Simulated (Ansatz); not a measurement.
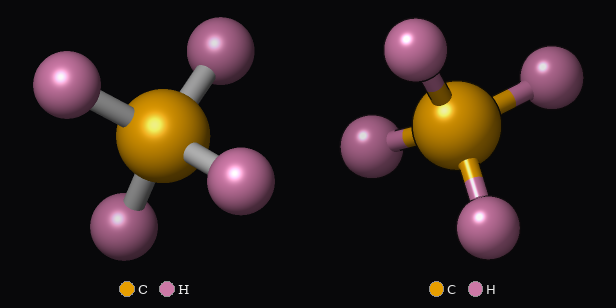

Two views of one molecule.

The geometry was computed by an optimisation with PBE0-D4/def2-TZVP.

**Give the formula.**

CH₄, 5 atoms: 1 carbon and 4 hydrogen.

**How many atoms are distinct by symmetry?**

2: 1 C, 4 H.

**How many bonds of each kind are drawn?**

4 C–H. Sticks follow a distance rule.

**What is the point group of this geometry?**

Td.

The parts below concern this one geometry. Atoms keep their numbers from picture to picture.

### Geometry

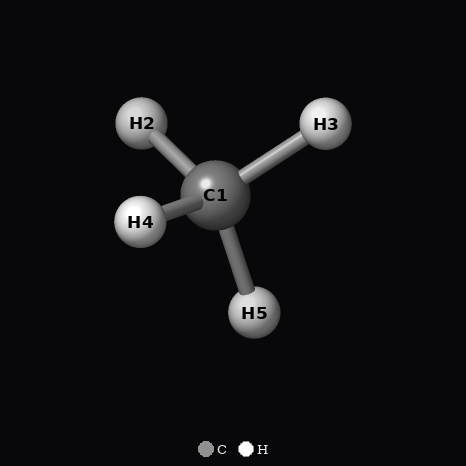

**How are the neighbours of atom 1 arranged?**

C1 has 4 neighbours (H2 at 1.09, H3 at 1.09, H4 at 1.09, H5 at 1.09 Å); the arrangement is tetrahedral.

### Electronic properties

Method: RKS PBE0-D4/def2-TZVPP (Ansatz 0.2.0).

**Estimate the HOMO energy (Kohn–Sham orbital).**

−10.98 eV.

**Estimate the LUMO energy (Kohn–Sham orbital).**

1.70 eV.

### Charges

The questions are on Mulliken charges. Level of theory: RKS PBE0-D4/def2-TZVP (Ansatz 0.2.0).

Give the Mulliken charges atom by atom.

```tsv
atom	value (e)
C1	−0.53
H2	0.13
H3	0.13
H4	0.13
H5	0.13
```

### Vibrations

Harmonic vibrations computed with RKS PBE0-D4/def2-TZVP (Ansatz 0.2.0) at a stationary point of the same level.

**How many vibrational modes are there, and where do they lie?**

9 modes: 1326, 1326, 1326, 1551, 1551, 3047, 3168, 3168, 3168 cm⁻¹.

Mulliken values depend strongly on the basis set and can even reverse the polarity of a bond.
